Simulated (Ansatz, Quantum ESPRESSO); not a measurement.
# ZnSiS3 (Pm-3m): zone-centre phonons, part 2 of 3

Wanted: the vibrations of ZnSiS3 (Pm-3m) at Γ, by two programs.

Quantum ESPRESSO 8.0 development, patched; DFT LDA, scalar-relativistic, plane waves, PseudoDojo norm-conserving pseudopotentials.

So far. Step 2 (A first look): No gap opens on this mesh, so smearing is kept; the start stands at 6.0 GPa. Step 4 (Self-consistent run for the response): The cell stands at -0.001 GPa, close enough for phonons. The relaxed cell has a = 4.428 Å (conventional setting).

The structure was built from a prototype and need not be the compound's stable phase.

## 5. Zone-centre response

At q = 0 one unit cell holds all displacements; symmetry groups them into irreducible representations that are solved one by one. With smeared occupations no response to a homogeneous field can be asked.

Input file ph.in:

```
phonons
 &inputph
    prefix='x',
    outdir='./tmp',
    fildyn='g.dyn',
    tr2_ph=1.0d-18,
    alpha_mix(1)=0.4,
    nmix_ph=8,
 /
0.000000000000 0.000000000000 0.000000000000
```

Command:

```bash
$ OMP_NUM_THREADS=1 mpirun -n 4 ph.x -nk 4 -in ph.in > ph.out
```

Log:

```text
[banners, grids, parts of the stress and lines that vanish by symmetry left out]
[banner, memory and clock lines left out]
Program PHONON v.8.0dev

     Dynamical matrices for q-points given in input
     (   1q-points):
       N         xq(1)         xq(2)         xq(3)
       1   0.000000000   0.000000000   0.000000000

     ./tmp/x.save/

     IMPORTANT: XC functional enforced from input :
     Exchange-correlation= PW
                           (   1   4   0   0   0   0   0)
     Any further DFT definition will be discarded
     Please, verify this is what you really want

     ./tmp/x.save/Zn.upf is read, which differs from the file in pseudo_dir

     In this copy of Zn.upf noise was removed from the local potential

     G-vector sticks info

     Reading collected, re-writing distributed wavefunctions in ./tmp/

     Number and degeneracy of irreps per q-point
       N         xq(1)         xq(2)         xq(3)   N irreps
       1   0.000000000   0.000000000   0.000000000       5
        3   3   3   3   3

     Calculation of q =    0.0000000   0.0000000   0.0000000

     phonons

     bravais-lattice index     =            1
     lattice parameter (alat)  =       8.3668  a.u.
     unit-cell volume          =     585.7057 (a.u.)^3
     number of atoms/cell      =            5
     number of atomic types    =            3
     kinetic-energy cut-off    =      84.0000  Ry
     charge density cut-off    =     336.0000  Ry
     convergence threshold     =      1.0E-18
     beta                      =       0.4000
     number of iterations used =            8
     Exchange-correlation= PW
                           (   1   4   0   0   0   0   0)

     celldm(1)=    8.36681  celldm(2)=    0.00000  celldm(3)=    0.00000
     celldm(4)=    0.00000  celldm(5)=    0.00000  celldm(6)=    0.00000

     crystal axes: (cart. coord. in units of alat)
               a(1) = (  1.0000  0.0000  0.0000 )
               a(2) = (  0.0000  1.0000  0.0000 )
               a(3) = (  0.0000  0.0000  1.0000 )

     reciprocal axes: (cart. coord. in units 2 pi/alat)
               b(1) = (  1.0000  0.0000  0.0000 )
               b(2) = (  0.0000  1.0000  0.0000 )
               b(3) = (  0.0000  0.0000  1.0000 )

     Atoms inside the unit cell:

     Cartesian axes

     site n.  atom      mass           positions (alat units)
        1  Zn     65.3800   tau(    1) = (    0.00000    0.00000    0.00000  )
        2  Si     28.0850   tau(    2) = (    0.50000    0.50000    0.50000  )
        3  S      32.0600   tau(    3) = (    0.50000    0.50000    0.00000  )
        4  S      32.0600   tau(    4) = (    0.50000    0.00000    0.50000  )
        5  S      32.0600   tau(    5) = (    0.00000    0.50000    0.50000  )

     Computing dynamical matrix for
                    q = (   0.0000000   0.0000000   0.0000000 )

     49 Sym.Ops. (with q -> -q+G )

     G cutoff =  595.7982  (  61037 G-vectors)     FFT grid: ( 50, 50, 50)

     number of k points=    35  Marzari-Vanderbilt smearing, width (Ry)=  0.0200
                       cart. coord. in units 2pi/alat
        k(    1) = (   0.0000000   0.0000000   0.0000000), wk =   0.0039062
        k(    2) = (   0.0000000   0.0000000   0.1250000), wk =   0.0234375
        k(    3) = (   0.0000000   0.0000000   0.2500000), wk =   0.0234375
        [... further k-points left out ...]

     PseudoPot. # 1 for Zn read from file:
     ./pseudo/Zn.upf
     Pseudo is Norm-conserving + core correction, Zval = 20.0
     Using radial grid of 1296 points,  6 beta functions with:
                l(1) =   0
                l(2) =   0
                l(3) =   1
                l(4) =   1
                l(5) =   2
                l(6) =   2

     PseudoPot. # 2 for Si read from file:
     ./pseudo/Si.upf
     Pseudo is Norm-conserving + core correction, Zval =  4.0
     Using radial grid of 1510 points,  6 beta functions with:
                l(1) =   0
                l(2) =   0
                l(3) =   1
                l(4) =   1
                l(5) =   2
                l(6) =   2

     PseudoPot. # 3 for S  read from file:
     ./pseudo/S.upf
     Pseudo is Norm-conserving + core correction, Zval =  6.0
     Using radial grid of 1132 points,  6 beta functions with:
                l(1) =   0
                l(2) =   0
                l(3) =   1
                l(4) =   1
                l(5) =   2
                l(6) =   2

     Mode symmetry, O_h (m-3m)  point group:

     Atomic displacements:
     There are    5 irreducible representations

     Representation     1      3 modes -  To be done

     Representation     2      3 modes -  To be done

     Representation     3      3 modes -  To be done

     Representation     4      3 modes -  To be done

     Representation     5      3 modes -  To be done

     Alpha used in Ewald sum =   2.8000

     Representation #   1 modes #   1   2   3

     Self-consistent Calculation

     The passes end when |ddv_scf|^2 is under  4.4E-20 (on this mesh; tr2_ph alone asks  1.0E-18)
      iter #   1   av.it.:   7.1
      thresh= 1.000E-02 alpha_mix =  0.400 |ddv_scf|^2 =  1.253E-07
      iter #   2   av.it.:  17.7
      thresh= 3.540E-05 alpha_mix =  0.400 |ddv_scf|^2 =  3.553E-09
      iter #   3   av.it.:  18.8
      thresh= 5.960E-06 alpha_mix =  0.400 |ddv_scf|^2 =  2.722E-10
      iter #   4   av.it.:  18.3
      thresh= 1.650E-06 alpha_mix =  0.400 |ddv_scf|^2 =  3.424E-11
      iter #   5   av.it.:  18.8
      thresh= 5.852E-07 alpha_mix =  0.400 |ddv_scf|^2 =  2.849E-13
      iter #   6   av.it.:  19.8
      thresh= 5.338E-08 alpha_mix =  0.400 |ddv_scf|^2 =  6.925E-15
      iter #   7   av.it.:  19.0
      thresh= 8.322E-09 alpha_mix =  0.400 |ddv_scf|^2 =  6.528E-16
      iter #   8   av.it.:  19.5
      thresh= 2.555E-09 alpha_mix =  0.400 |ddv_scf|^2 =  6.021E-17
      iter #   9   av.it.:  19.6
      thresh= 7.759E-10 alpha_mix =  0.400 |ddv_scf|^2 =  2.907E-19
      iter #  10   av.it.:  19.2
      thresh= 5.392E-11 alpha_mix =  0.400 |ddv_scf|^2 =  2.161E-20

     End of self-consistent calculation

     Convergence has been achieved

     Representation #   2 modes #   4   5   6

     Self-consistent Calculation

     The passes end when |ddv_scf|^2 is under  4.4E-20 (on this mesh; tr2_ph alone asks  1.0E-18)
      iter #   1   av.it.:   6.2
      thresh= 1.000E-02 alpha_mix =  0.400 |ddv_scf|^2 =  5.021E-08
      iter #   2   av.it.:  16.8
      thresh= 2.241E-05 alpha_mix =  0.400 |ddv_scf|^2 =  1.108E-09
      iter #   3   av.it.:  17.8
      thresh= 3.329E-06 alpha_mix =  0.400 |ddv_scf|^2 =  5.453E-11
      iter #   4   av.it.:  17.4
      thresh= 7.384E-07 alpha_mix =  0.400 |ddv_scf|^2 =  8.605E-12
[...]
End of self-consistent calculation

     Convergence has been achieved

     Representation #   3 modes #   7   8   9

     Self-consistent Calculation

     The passes end when |ddv_scf|^2 is under  4.4E-20 (on this mesh; tr2_ph alone asks  1.0E-18)
[...]
End of self-consistent calculation

     Convergence has been achieved

     Representation #   4 modes #  10  11  12

     Self-consistent Calculation

     The passes end when |ddv_scf|^2 is under  4.4E-20 (on this mesh; tr2_ph alone asks  1.0E-18)
[...]
End of self-consistent calculation

     Convergence has been achieved

     Representation #   5 modes #  13  14  15

     Self-consistent Calculation

     The passes end when |ddv_scf|^2 is under  4.4E-20 (on this mesh; tr2_ph alone asks  1.0E-18)
[...]
iter #   3   av.it.:  17.7
      thresh= 4.815E-06 alpha_mix =  0.400 |ddv_scf|^2 =  1.395E-10
      iter #   4   av.it.:  18.3
      thresh= 1.181E-06 alpha_mix =  0.400 |ddv_scf|^2 =  5.821E-13
      iter #   5   av.it.:  18.4
      thresh= 7.629E-08 alpha_mix =  0.400 |ddv_scf|^2 =  6.268E-14
      iter #   6   av.it.:  18.7
      thresh= 2.504E-08 alpha_mix =  0.400 |ddv_scf|^2 =  2.132E-16
      iter #   7   av.it.:  19.2
      thresh= 1.460E-09 alpha_mix =  0.400 |ddv_scf|^2 =  1.009E-18
      iter #   8   av.it.:  18.7
      thresh= 1.005E-10 alpha_mix =  0.400 |ddv_scf|^2 =  9.565E-20
      iter #   9   av.it.:  19.5
      thresh= 3.093E-11 alpha_mix =  0.400 |ddv_scf|^2 =  2.557E-22

     End of self-consistent calculation

     Convergence has been achieved

     Number of q in the star =    1
     List of q in the star:
          1   0.000000000   0.000000000   0.000000000

     Diagonalizing the dynamical matrix

     q = (    0.000000000   0.000000000   0.000000000 )

 **************************************************************************
     freq (    1) =      -6.060323 [THz] =    -202.150613 [cm-1]
     freq (    2) =      -6.060323 [THz] =    -202.150613 [cm-1]
     freq (    3) =      -6.060323 [THz] =    -202.150613 [cm-1]
     freq (    4) =      -4.450768 [THz] =    -148.461646 [cm-1]
     freq (    5) =      -4.450768 [THz] =    -148.461646 [cm-1]
     freq (    6) =      -4.450768 [THz] =    -148.461646 [cm-1]
     freq (    7) =      -1.683747 [THz] =     -56.163758 [cm-1]
     freq (    8) =      -1.683747 [THz] =     -56.163758 [cm-1]
     freq (    9) =      -1.683747 [THz] =     -56.163758 [cm-1]
     freq (   10) =       0.011579 [THz] =       0.386231 [cm-1]
     freq (   11) =       0.011579 [THz] =       0.386231 [cm-1]
     freq (   12) =       0.011579 [THz] =       0.386231 [cm-1]
     freq (   13) =      12.751009 [THz] =     425.327894 [cm-1]
     freq (   14) =      12.751009 [THz] =     425.327894 [cm-1]
     freq (   15) =      12.751009 [THz] =     425.327894 [cm-1]
 **************************************************************************

     Mode symmetry, O_h (m-3m)  point group:

     freq (   1-   3) =       -202.2  [cm-1]   --> T_2u G_25  G_5-
     freq (   4-   6) =       -148.5  [cm-1]   --> T_1u G_15  G_4- I
     freq (   7-   9) =        -56.2  [cm-1]   --> T_1u G_15  G_4- I
     freq (  10-  12) =          0.4  [cm-1]   --> T_1u G_15  G_4- I
     freq (  13-  15) =        425.3  [cm-1]   --> T_1u G_15  G_4- I
```

Run time: 32 min. Hardware: 4 MPI ranks of Intel Xeon Platinum 8259CL at 2.50GHz (Skylake/Cascade Lake), shared host.

Read from the output:

```yaml
largest_acoustic_frequency_at_the_zone_centre_before_the_sum_rule: 0.39 cm⁻¹
highest_optical_zone_centre_mode_no_lo_to_term: 425.3 cm⁻¹
lowest_optical_zone_centre_mode: -202.2 cm⁻¹
```

The acoustic modes at Γ come out as far as 0.4 cm⁻¹ from zero, where they should vanish, a small numerical error. The lowest optical mode is imaginary, 202i cm⁻¹, an instability at this level and on this k mesh.

## 6. Zone-centre analysis

A rigid shift of the crystal must cost nothing, but grids and finite bases break this; the acoustic sum rule is imposed before the matrix is diagonalised again.

Input file dynmat.in:

```
 &input
    fildyn='g.dyn',
    asr='simple',
    fileig='dynmat.eig',
 /
```

Command:

```bash
$ dynmat.x -in dynmat.in > dynmat.out
```

Log:

```text
[banner, memory and clock lines left out]
Program DYNMAT v.8.0dev

     Reading Dynamical Matrix from file g.dyn
     ...Force constants read
     ...epsilon and Z* not read (not found on file)
     A direction for q was not specified:TO-LO splitting will be absent

     Polarizability (A^3 units)
     multiply by 1.000000 for Clausius-Mossotti correction (not under assume_isolated = 'mt')
         0.000000    0.000000    0.000000
         0.000000    0.000000    0.000000
         0.000000    0.000000    0.000000

     IR activities are in (D/A)^2/amu units

# mode   [cm-1]    [THz]      IR
    1   -202.15   -6.0603    0.0000
    2   -202.15   -6.0603    0.0000
    3   -202.15   -6.0603    0.0000
    4   -148.46   -4.4508    0.0000
    5   -148.46   -4.4508    0.0000
    6   -148.46   -4.4508    0.0000
    7    -56.17   -1.6839    0.0000
    8    -56.17   -1.6839    0.0000
    9    -56.17   -1.6839    0.0000
   10     -0.00   -0.0000    0.0000
   11     -0.00   -0.0000    0.0000
   12     -0.00   -0.0000    0.0000
   13    425.33   12.7510    0.0000
   14    425.33   12.7510    0.0000
   15    425.33   12.7510    0.0000

[end of the log left out, with the tail of the file of modes that dynmat.x writes under the same name]
```

Wall time 0.65 s (1 thread).

Unit eigenvectors of the mass-weighted matrix after the sum rule; no LO-TO term. The modes at Γ (shares of kinetic energy by element, %) (negative means imaginary):

| mode | frequency (cm⁻¹) | Zn % | Si % | S % |
| --- | --- | --- | --- | --- |
| 1 | -202.2 | 0 | 0 | 100 |
| 2 | -202.2 | 0 | 0 | 100 |
| 3 | -202.2 | 0 | 0 | 100 |
| 4 | -148.5 | 27 | 12 | 60 |
| 5 | -148.5 | 28 | 12 | 60 |
| 6 | -148.5 | 28 | 12 | 60 |
| 7 | -56.2 | 38 | 44 | 18 |
| 8 | -56.2 | 38 | 44 | 18 |
| 9 | -56.2 | 38 | 44 | 18 |
| 10 | 0.0 | 34 | 15 | 51 |
| 11 | 0.0 | 34 | 15 | 51 |
| 12 | 0.0 | 34 | 15 | 51 |
| 13 | 425.3 | 0 | 29 | 71 |
| 14 | 425.3 | 0 | 29 | 71 |
| 15 | 425.3 | 0 | 29 | 71 |

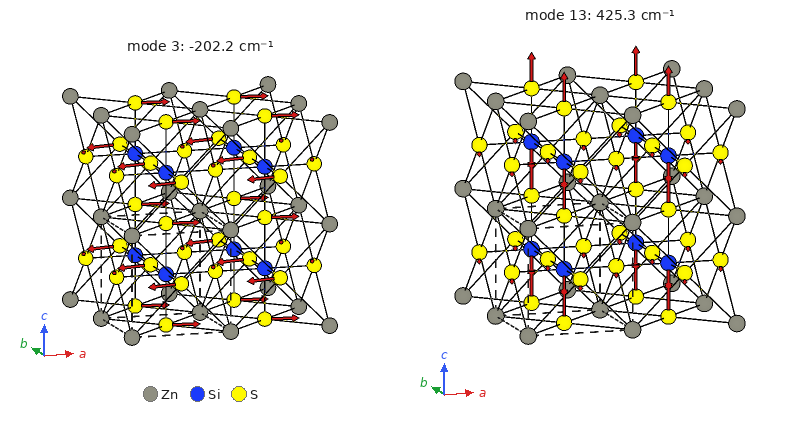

Displacement patterns of modes 3 and 13 at Γ; arrows are exaggerated. 2×2×2 cells are drawn. Some periodic images of atoms are drawn too.

The rule moves no optical mode by more than 0.1 cm⁻¹.

## 7. Sum rules set otherwise: a sum rule for molecules or wires on a crystal

This rule also removes rotations, which suits molecules and not a crystal; it is tried to see the harm.

Input file dynmat.in:

```
 &input
    fildyn='g.dyn',
    asr='zero-dim',
    fileig='dynmat.eig',
 /
```

Command:

```bash
$ dynmat.x -in dynmat.in > dynmat.out
```

Log:

```text
[banner, memory and clock lines left out]
Program DYNMAT v.8.0dev

     Reading Dynamical Matrix from file g.dyn
     ...Force constants read
     ...epsilon and Z* not read (not found on file)
     Warning: this looks like a crystal, not a molecule in a box: use asr = 'crystal'
     Acoustic Sum Rule: || Z*(ASR) - Z*(orig)|| =    0.000000E+00
     Acoustic Sum Rule: ||dyn(ASR) - dyn(orig)||=    1.947225E-01
     A direction for q was not specified:TO-LO splitting will be absent

     Polarizability (A^3 units)
     multiply by 1.000000 for Clausius-Mossotti correction (not under assume_isolated = 'mt')
         0.000000    0.000000    0.000000
         0.000000    0.000000    0.000000
         0.000000    0.000000    0.000000

     IR activities are in (D/A)^2/amu units

# mode   [cm-1]    [THz]      IR
    1   -179.25   -5.3738    0.0000
    2   -179.25   -5.3738    0.0000
    3   -152.86   -4.5825    0.0000
    4   -152.86   -4.5825    0.0000
    5   -148.46   -4.4508    0.0000
    6    -56.16   -1.6837    0.0000
    7     -0.00   -0.0000    0.0000
    8     -0.00   -0.0000    0.0000
    9     -0.00   -0.0000    0.0000
   10      0.00    0.0000    0.0000
   11      0.00    0.0000    0.0000
   12      0.00    0.0000    0.0000
   13    420.31   12.6007    0.0000
   14    420.31   12.6007    0.0000
   15    425.33   12.7510    0.0000

[end of the log left out, with the tail of the file of modes that dynmat.x writes under the same name]
```

Elapsed: 0.62 s, on 1 thread.

The program raised no error, yet the settings are not those of a careful run.

The fault: a sum rule for molecules or wires on a crystal; 3 optical modes are projected out to zero frequency, as if they were rotations.

For a crystal the rule has to be 'simple' or 'crystal'.

Zone-centre frequencies as printed; negative means imaginary. Modes:

| mode | frequency (cm⁻¹) |
| --- | --- |
| 1 | -179.2 |
| 2 | -179.2 |
| 3 | -152.9 |
| 4 | -152.9 |
| 5 | -148.5 |
| 6 | -56.16 |
| 7 | 0 |
| 8 | 0 |
| 9 | 0 |
| 10 | 0 |
| 11 | 0 |
| 12 | 0 |
| 13 | 420.3 |
| 14 | 420.3 |
| 15 | 425.3 |

(Continued in part 3 of 3.)

[Host names and launcher messages were left out of these logs when they were recorded.]

[Logs are printed without paths, hosts, clocks, repeated set-up lines and the standing remarks that a program may print on its own settings, such as how far it seeks lower states.]

[Hosts, paths, dates, database ids (printed as entryN), source tags and the programs' standing remarks are cut or masked in the printed files.]
